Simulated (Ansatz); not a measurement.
A series of calculations on SnH$_{4}$O

### Relaxation

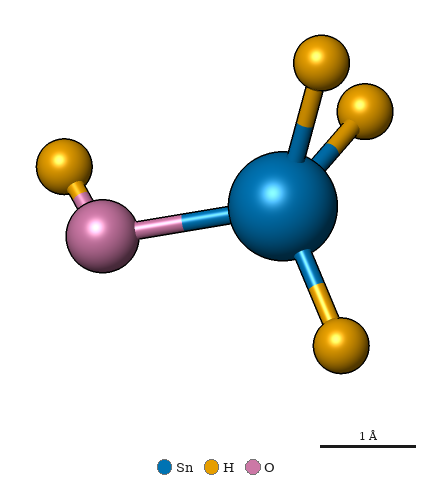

This is the input geometry for a relaxation of SnH₄O. Style: ball-and-stick. Shown at a tilt.

The run prepares an end point of a later path (reaction) calculation, from a guessed geometry.

Theory: Ansatz, RKS PBE0/def2-mTZVP.

The input:
```yaml
crystal:
  periodic: [false, false, false]
  atoms:
    - { symbol: Sn, position_ang: [0.081763, 0.086888, 0.110905] }
    - { symbol: H, position_ang: [0.669693, 0.029004, 1.720409] }
    - { symbol: H, position_ang: [1.769673, -0.213028, 0.151722] }
    - { symbol: H, position_ang: [-0.582562, 1.486432, -0.552819] }
    - { symbol: O, position_ang: [-1.098852, -1.405444, -0.420236] }
    - { symbol: H, position_ang: [-0.901714, -2.228453, 0.04092] }
basis:
  gaussian: { orbitals: def2-mTZVP }
hamiltonian:
  xc: pbe0
relax:
  f_tol: 0.03
  max_steps: 50
output:
  orbitals: {}
```

Launched with:
```bash
ansatz run input.yaml --threads 1 --pin off --max-ram 2048MiB --backend cpu --events-out ev --progress --plain --runs-dir out
```

**Where does the relaxation end?**

The largest moves after the best rigid fit, 0.51 Å, are those of H2 and H3. Largest moves by element: H 0.51 Å, Sn 0.19 Å, O 0.11 Å. Some distances before and after: Sn1–H4 1.685 → 1.702 Å, Sn1–O5 1.976 → 1.984 Å. Among the angles between lasting bonds that change: H2–Sn1–H3 68.5° → 110.7°, H3–Sn1–H4 122.9° → 112.3°, H2–Sn1–H4 122.2° → 112.5°. The energy falls by 93.1 kJ/mol in 4 geometry steps. Largest force component: 1.8 eV/Å at the start, 0.019 eV/Å at the end.

The structure at the end:

```xyz
6

Sn    0.2184    0.0601    0.2394
H     0.2229    0.1344    1.9515
H     1.7866   -0.2917   -0.3548
H    -0.4444    1.4576   -0.4713
O    -1.0287   -1.3701   -0.3400
H    -0.8169   -2.2350    0.0261
```

After the run, drawn alike:

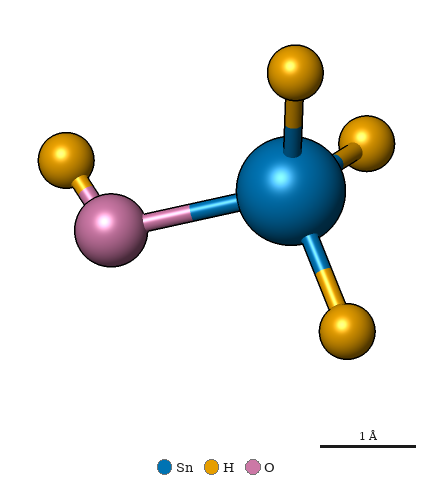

### Relaxation

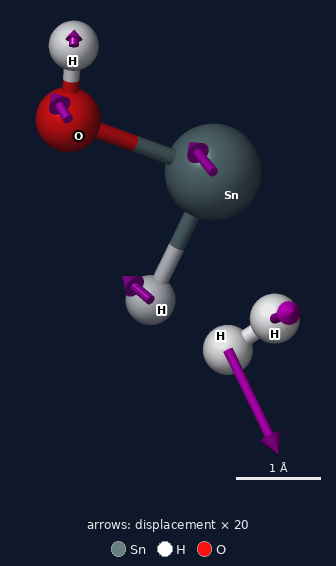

This is a relaxation of SnH₄O. The starting structure is drawn; purple arrows show the displacements, magnified 20 times. The two geometries are superimposed by the best rigid fit.

The picture is a ball-and-stick view, seen from a free direction.

The run prepares an end point of a later path (reaction) calculation, from a guessed geometry.

Theory: Ansatz, RKS PBE0/def2-mTZVP.

Input file:
```yaml
crystal:
  periodic: [false, false, false]
  atoms:
    - { symbol: Sn, position_ang: [-1.057505, 0.154398, 0.506018] }
    - { symbol: H, position_ang: [1.733803, 0.04021, 1.42287] }
    - { symbol: H, position_ang: [1.873635, 0.178908, 0.740587] }
    - { symbol: H, position_ang: [-0.252257, 1.117835, -0.758569] }
    - { symbol: O, position_ang: [-0.978531, -1.484785, -0.642128] }
    - { symbol: H, position_ang: [-1.381145, -2.251165, -0.217878] }
basis:
  gaussian: { orbitals: def2-mTZVP }
hamiltonian:
  xc: pbe0
relax:
  f_tol: 0.03
  max_steps: 50
```

Run as
```bash
ansatz run input.yaml --threads 1 --pin off --max-ram 2048MiB --backend cpu --events-out ev --progress --plain --runs-dir out
```

### Atoms of which element are displaced furthest, and by how much?

Hydrogen: up to 0.070 Å, against 0.034 Å for tin.

### What did the optimiser do to the structure, and how much energy did it gain?

Over 4 accepted moves (5 points after the start) the energy falls by 2.72 kJ/mol. The largest force component goes from 1.4 to 0.008 eV/Å. The line search rejected the trial step at point 2 of the run. H3 moves most after the best rigid fit: 0.070 Å. Largest moves by element: H 0.070 Å, Sn 0.034 Å, O 0.025 Å. Some distances before and after: H2–H3 0.710 → 0.748 Å.

Limits of the set-up: the start holds two separate molecules, 2.8 Å apart at their closest, whose relative position is a soft coordinate and is computed without a dispersion correction.

### Path

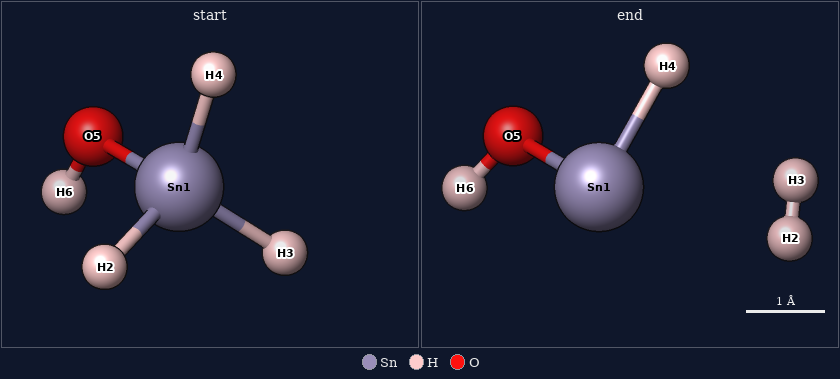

The two relaxed end points of a path for SnH4O. Style: ball-and-stick. Shown from a free direction.

All numbers below come from RKS PBE0/def2-mTZVP in Ansatz.

Settings: 5 movable images; climbing image; force threshold 0.03 eV/Å; iteration limit 60.

Start:
```xyz
6

Sn    0.2179    0.0602    0.2401
H     0.2217    0.1320    1.9524
H     1.7867   -0.2890   -0.3540
H    -0.4461    1.4582   -0.4686
O    -1.0274   -1.3704   -0.3420
H    -0.8148   -2.2356    0.0230
```

End:
```xyz
6

Sn   -1.1010    0.1389    0.4674
H     1.7479    0.0807    1.4522
H     1.9070    0.2831    0.7499
H    -0.2992    1.0797   -0.8184
O    -0.9704   -1.5322   -0.6273
H    -1.3463   -2.2948   -0.1729
```

**Predict the minimum-energy path and its barrier.**

The energy climbs by 55.2 kcal/mol to image 3 and then falls by 47.7 kcal/mol, so the end point sits at +7.5 kcal/mol. Breaking: Sn1–H2 (1.71 → 1.73 at the top → 3.01 Å), Sn1–H3 (1.71 → 1.94 at the top → 3.02 Å). Forming: H2–H3 (2.82 → 1.47 at the top → 0.75 Å). The band is converged. At the top, the vibrational analysis gives one imaginary mode (1275i cm⁻¹), as a transition state must have.

Energies of the converged images:

```tsv
image	path (Å)	E (kcal/mol)
0	0.00	0.0
1	0.88	2.6
2	1.77	10.3
3	2.65	55.2
4	3.19	20.7
5	3.73	8.0
6	4.27	7.5
```

The geometry at the top of the path:

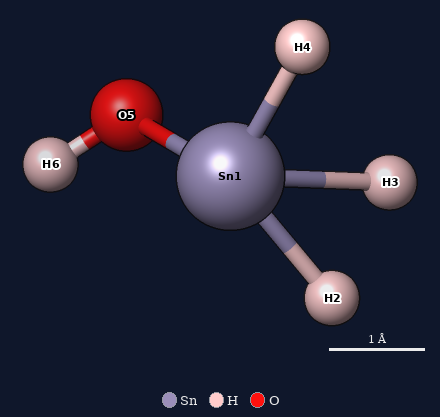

The run took 3.9 min on 1 thread of Intel(R) Xeon(R) 6975P-C (Granite Rapids) (shared host), peak memory 0.15 GiB.
